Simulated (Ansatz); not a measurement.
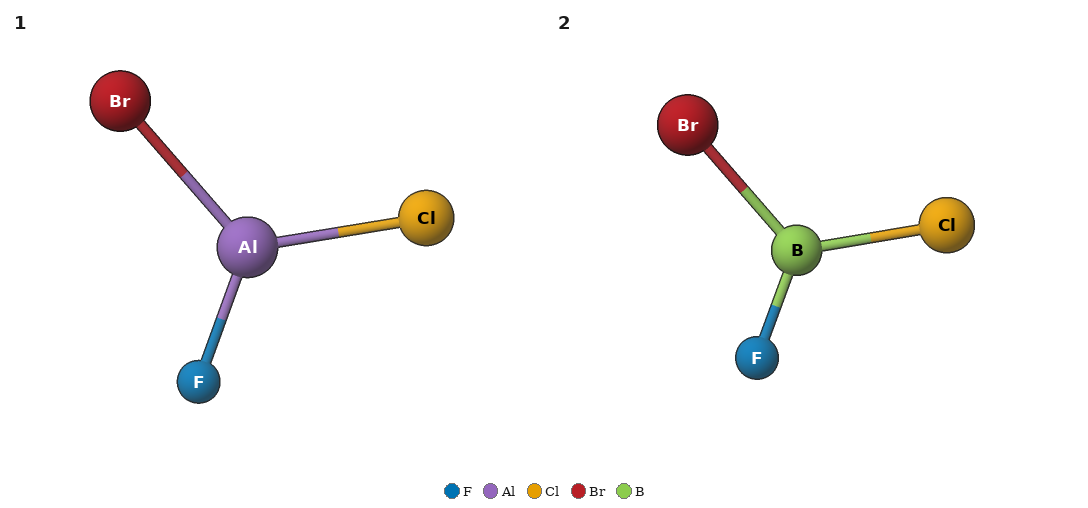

2 molecules with one skeleton, seen from the same side and at one scale. Each species is neutral and a spin singlet. Computed geometries: PBE0-D4/def2-TZVP optimisations, one conformation each. Properties computed with Ansatz 0.2.0.

One atom differs, called X below: Al in panel 1, B in panel 2. Their formulas are AlBrClF (`[F][Al]([Cl])[Br]`), BBrClF (`FB(Cl)Br`).

> In which is the dipole moment larger (r2SCAN-D4/def2-TZVPP)?

In panel 1 (X = Al).

> In which is the length of X–F larger (PBE0-D4/def2-TZVP)?

In panel 1 (X = Al).

Give the values. With PBE0-D4/def2-TZVP: length of X–Br (Å), length of X–Cl (Å), length of X–F (Å), angle F–X–Cl (°). With revPBE-D4/def2-TZVPP: HOMO energy (Kohn–Sham orbital) (eV), HOMO–LUMO gap (eV). With r2SCAN-D4/def2-TZVPP: dipole moment (D).

```json
{"quantity": "length of X–Br (Å)", "1 (Al)": "2.220", "2 (B)": "1.903", "2 − 1": "−0.317"}
{"quantity": "length of X–Cl (Å)", "1 (Al)": "2.066", "2 (B)": "1.737", "2 − 1": "−0.329"}
{"quantity": "length of X–F (Å)", "1 (Al)": "1.633", "2 (B)": "1.309", "2 − 1": "−0.324"}
{"quantity": "angle F–X–Cl (°)", "1 (Al)": "119.0", "2 (B)": "119.4", "2 − 1": "+0.4"}
{"quantity": "HOMO energy (Kohn–Sham orbital) (eV)", "1 (Al)": "−7.71", "2 (B)": "−7.45", "2 − 1": "+0.26"}
{"quantity": "HOMO–LUMO gap (eV)", "1 (Al)": "5.62", "2 (B)": "5.42", "2 − 1": "−0.20"}
{"quantity": "dipole moment (D)", "1 (Al)": "0.52", "2 (B)": "0.26", "2 − 1": "−0.26"}
```
